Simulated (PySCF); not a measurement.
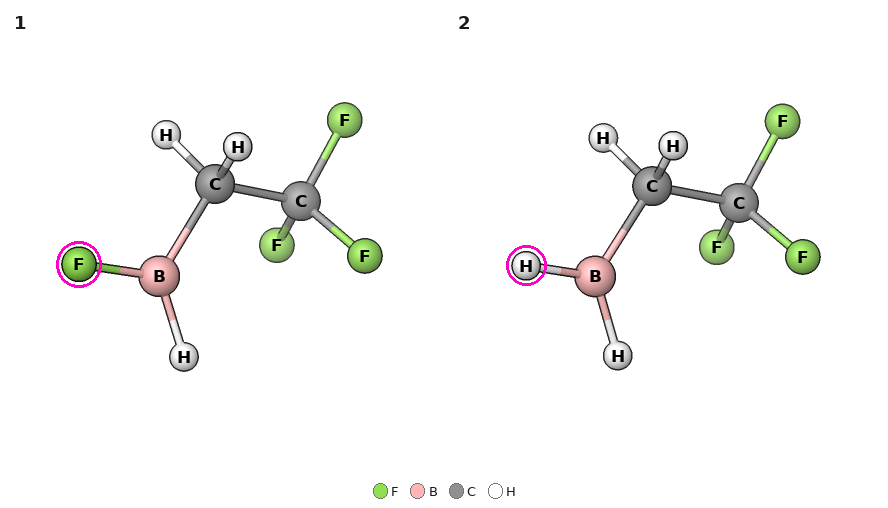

2 molecules with one skeleton, seen from the same side and at one scale; the atom that differs is circled. Charge 0, singlet. Computed geometries: PBE0-D3(BJ)/def2-SVP optimisations, one conformation each. Properties computed with PySCF 2.14.0.

One atom differs, called X below: F in panel 1, H in panel 2. Their formulas are C2H3BF4 (`FBCC(F)(F)F`), C2H4BF3 (`BCC(F)(F)F`).

In which is the Hirshfeld charge of X higher (PBE0/6-31G)?

In panel 2 (X = H).

In which is the GIAO shielding of the B bonded to X larger (PBE0/6-31G)?

In panel 1 (X = F).

Give the values. With PBE0-D3(BJ)/def2-SVP: length of X–B (Å), angle X–B–H (°). With PBE0/6-31G: dipole moment (D), HOMO energy (Kohn–Sham orbital) (eV), HOMO–LUMO gap (eV), Hirshfeld charge of X (e), GIAO shielding of the B bonded to X (ppm).

| quantity | 1 (F) | 2 (H) | 2 − 1 |
| --- | --- | --- | --- |
| length of X–B (Å) | 1.320 | 1.208 | −0.112 |
| angle X–B–H (°) | 117.6 | 119.5 | +1.9 |
| dipole moment (D) | 1.58 | 2.48 | +0.90 |
| HOMO energy (Kohn–Sham orbital) (eV) | −9.64 | −9.72 | −0.08 |
| HOMO–LUMO gap (eV) | 8.63 | 8.06 | −0.57 |
| Hirshfeld charge of X (e) | −0.12 | −0.05 | +0.07 |
| GIAO shielding of the B bonded to X (ppm) | 60.6 | 32.5 | −28.1 |
